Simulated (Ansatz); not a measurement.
Cell of (Sn)15/(InSb)3 zinc blende (110) superlattice on Sn (the substrate's cell is 0.1 % off cubic on its mesh, so the two in-plane strains differ), with its geometry taken from a PBE run:

```
CELL_PARAMETERS angstrom
      4.71039     0.00000     0.00000
      0.00000     6.65201     0.00000
      0.00000     0.00000    42.39562
ATOMIC_POSITIONS crystal
  Sn 0.00000 0.00333 0.00091
  Sn 0.50000 0.25290 0.99946
  Sn 0.50000 0.49234 0.05581
  Sn 0.00000 0.74275 0.05558
  Sn 0.00000 0.99515 0.11099
  Sn 0.50000 0.24565 0.11158
  Sn 0.50000 0.49558 0.16703
  Sn 0.00000 0.74612 0.16672
  Sn 0.00000 0.99579 0.22236
  Sn 0.50000 0.24621 0.22258
  Sn 0.50000 0.49617 0.27811
  Sn 0.00000 0.74650 0.27801
  Sn 0.00000 0.99633 0.33361
  Sn 0.50000 0.24655 0.33367
  Sn 0.50000 0.49642 0.38922
  Sn 0.00000 0.74665 0.38922
  Sn 0.00000 0.99633 0.44483
  Sn 0.50000 0.24655 0.44477
  Sn 0.50000 0.49617 0.50034
  Sn 0.00000 0.74650 0.50043
  Sn 0.00000 0.99579 0.55608
  Sn 0.50000 0.24621 0.55586
  Sn 0.50000 0.49558 0.61141
  Sn 0.00000 0.74612 0.61172
  Sn 0.00000 0.99515 0.66745
  Sn 0.50000 0.24565 0.66687
  Sn 0.50000 0.49234 0.72263
  Sn 0.00000 0.74275 0.72287
  Sn 0.00000 0.00333 0.77754
  Sn 0.50000 0.25290 0.77898
  In 0.50000 0.51280 0.83270
  Sb 0.00000 0.76459 0.83441
  In 0.00000 0.02555 0.88922
  Sb 0.50000 0.27383 0.88922
  In 0.50000 0.51280 0.94574
  Sb 0.00000 0.76459 0.94403
```

Calculation: HSE06 (plane waves to 420 eV, PAW; Ansatz, a program for electronic structure). Scalar-relativistic, without spin–orbit coupling. Its k-point mesh 4×3×1, Fermi–Dirac width 0.01 eV. HSE06 ran on meshes of its own (4×3×1); its edges and gaps are taken over the mesh and over extra points off it, mostly where PBE has its edges.

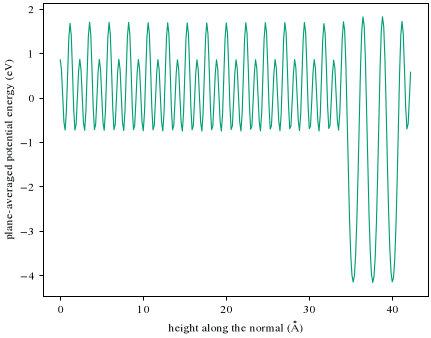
Smooth (PAW) electrostatic potential energy of an electron, averaged over planes, about its mean

The curve spans 6.0 eV over the stretch drawn.
